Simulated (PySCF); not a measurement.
# H₃Sb, SMILES `[SbH3]`: electronic structure

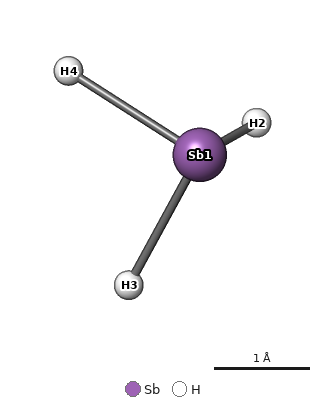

The molecule, with its atoms numbered as below. No frequency check shows the geometry to be a minimum.

Geometry (Å), atoms numbered from 1:

```
Sb1      0.0403    0.0351    0.0132
H2       0.2379   -1.4730   -0.7094
H3      -1.0619   -0.6581    1.0810
H4      -1.2322    0.3413   -1.0466
```

Part 1: Bonding charge

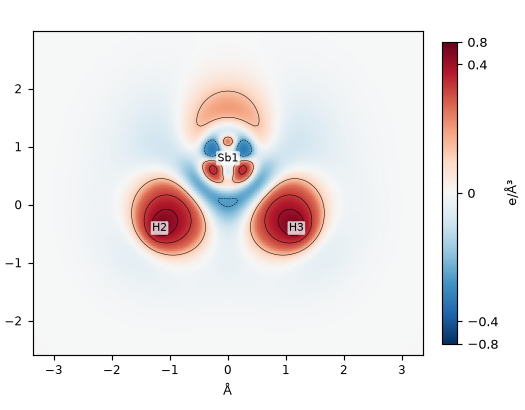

Deformation density (molecule less spherical, spin-averaged free atoms) in the plane of Sb1, H2 and H3; colour scale in e/Å³, logarithmic beyond ±0.1; red: gain, blue: loss.

Method: B3LYP/def2-SVPD; geometry: GFN2-xTB; program: PySCF. Core potentials replace the inner electrons of Sb; spin–orbit coupling isn't included.

Question: Describe the bonding that the map shows.

Answer: Sb1–H2 and Sb1–H3: +0.16 e/Å³ at the bond critical point (bond length 1.68 Å). In all, 0.8 electrons gather in the regions of gain relative to the promolecule.

Question: Where do the Hirshfeld charges lie?

Answer: The highest Hirshfeld charge is on Sb1 (+0.22 e), the lowest on H2, H3 and H4 (−0.07 e).

Part 2: Local ionisation energy

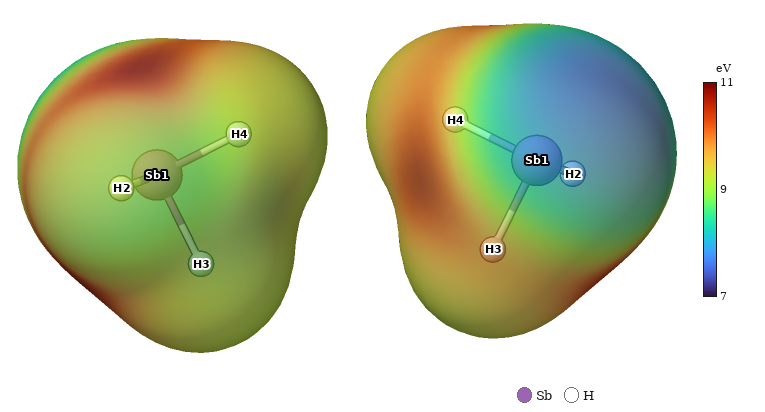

Average local ionisation energy on the surface of electron density 0.001 a.u. (back view left, front view right).

Question: Locate the minima of the map.

Answer: The lowest value is 7.7 eV, 2.5 Å from Sb1. Further minima include 8.7 eV, near H4 (1.96 Å), H3 (2.08 Å) and H2 (2.11 Å), over Sb1 (2.5 Å). For comparison, the highest occupied orbital lies at −7.4 eV.

Question: What volume does the surface enclose, and what is the dipole moment?

Answer: About 72 Å³; the dipole moment is 0.4 D.

Part 3: In an electric field

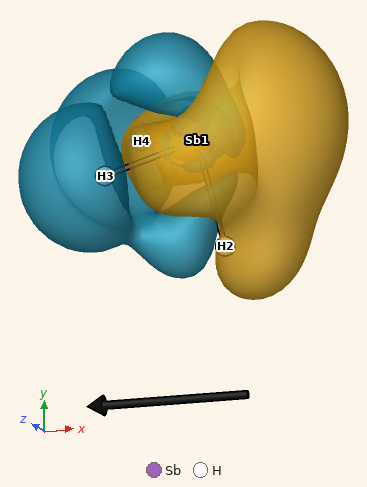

Change of the electron density in a uniform field of 0.21 V/Å along −x (arrow), surfaces at ±0.0008 e/Å³ (yellow: gain, teal: loss).

Level of theory: B3LYP/def2-SVPD (PySCF), at a geometry from GFN2-xTB. Core potentials replace the inner electrons of Sb; spin–orbit coupling isn't included.

The field was applied in both directions; the picture shows the one opposite to the script's first.

Question: What dipole is induced, and what polarisability does it imply?

Answer: The induced dipole is 0.47 D (along the field); α along this axis, from the fields in both directions, is 46 bohr³ (6.8 Å³).

Part 4: Removing or adding an electron

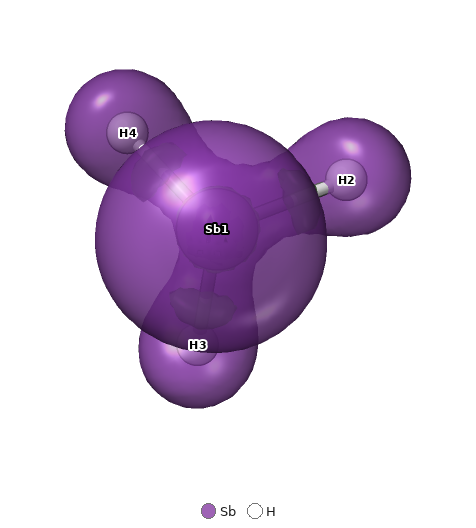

Fukui function f⁻ = ρ(N) − ρ(N−1) at fixed geometry, surfaces at ±0.03 e/Å³ (purple positive, green negative).

PySCF calculation, B3LYP/def2-SVPD, gas phase; geometry: GFN2-xTB. Core potentials replace the inner electrons of Sb; spin–orbit coupling isn't included.

Question: On which atoms does the density change most on removal of an electron?

Answer: f⁻ (Hirshfeld-condensed) is largest on Sb1 (0.62); the vertical ionisation energy is 10.13 eV. Condensed values hint at sites of electrophilic attack but needn't mark the atom that reacts. Orbital relaxation makes it negative in places (0.07 e in all).

```json
{"atom": "Sb1", "f⁻": "+0.62", "charge": "+0.22"}
{"atom": "H2", "f⁻": "+0.12", "charge": "−0.07"}
{"atom": "H3", "f⁻": "+0.12", "charge": "−0.07"}
{"atom": "H4", "f⁻": "+0.12", "charge": "−0.07"}
```

The PySCF runs shown took 4.4 s, 7.2 s and 26 s on 1 thread of Intel(R) Xeon(R) Platinum 8259CL CPU @ 2.50GHz (Skylake/Cascade Lake) (shared host).
